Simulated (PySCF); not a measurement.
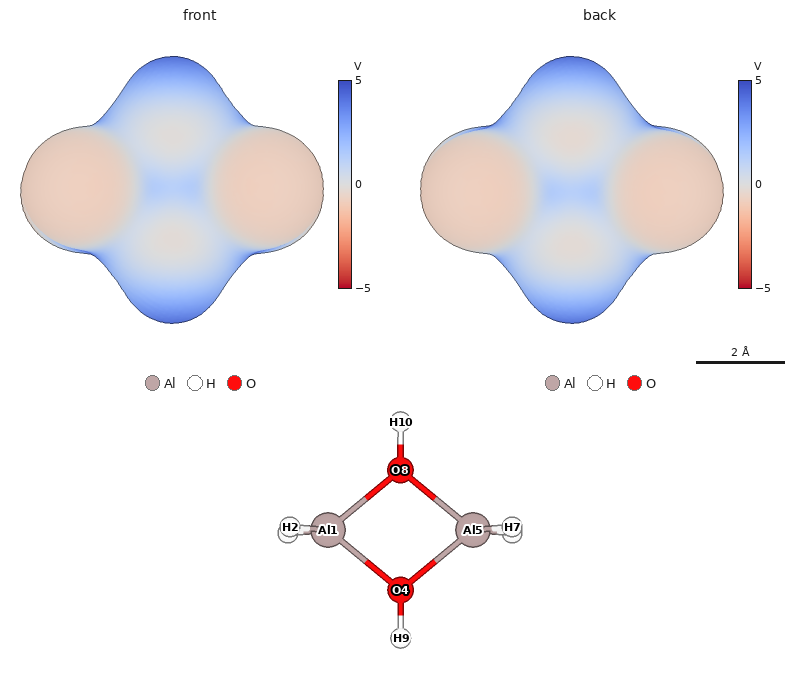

*Al₂H₆O₂. The electrostatic potential painted on the density surface at 0.004 e/bohr³, seen from the front and from behind; the colour scale runs from red (negative) to blue (positive). The bare structure is drawn below in the same view.*

Geometry: PBE0-D3(BJ)/def2-SVP.

These are results of PBE0/pcSseg-1 Al:pcSseg-2, SCF density, gas phase, non-relativistic (PySCF), not measurements.

```yaml
atoms:
  - { symbol: Al, position_ang: [-1.1660, -0.0884, -0.8212] }
  - { symbol: H, position_ang: [-1.7722, -1.5231, -1.1420] }
  - { symbol: H, position_ang: [-1.8317, 1.2399, -1.3860] }
  - { symbol: O, position_ang: [0.6952, -0.0615, -0.9731] }
  - { symbol: Al, position_ang: [1.1900, 0.0830, 0.8212] }
  - { symbol: H, position_ang: [1.8128, 1.5069, 1.1553] }
  - { symbol: H, position_ang: [1.8389, -1.2591, 1.3744] }
  - { symbol: O, position_ang: [-0.6716, 0.0742, 0.9714] }
  - { symbol: H, position_ang: [1.2474, -0.1201, -1.7551] }
  - { symbol: H, position_ang: [-1.2182, 0.0715, 1.7595] }
```

Q: Which sites attract a positive test charge, and which a negative one?

A: A positive charge is drawn to the negative regions and a negative charge to the positive ones. The most negative region (about −0.8 V, or −18 kcal/mol for a unit charge) lies over H2, H3, H6 and H7, the most positive (about +4.0 V, or +92 kcal/mol for a unit charge) over Al1, Al5, H9 and H10.

Q: What dipole moment does the calculation give?

A: Its dipole moment is 0.08 D.
